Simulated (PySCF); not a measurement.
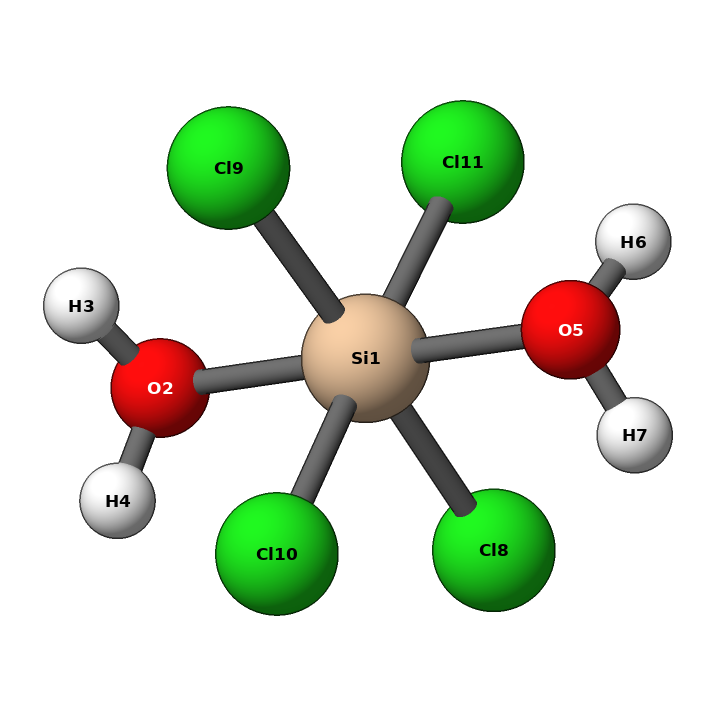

The questions are on isotropic NMR shieldings of the H atoms. The geometry was computed by an optimisation with PBE0-D3(BJ)/def2-SVP. No frequency run is at hand to confirm it as a minimum. Level of theory: GIAO PBE0/pcSseg-1 NMR shielding, non-relativistic, gas phase (PySCF 2.14.0).

List the isotropic NMR shieldings of the H atoms.

```csv
atom,σ (ppm)
H3,26.06
H4,26.45
H6,26.03
H7,26.49
```
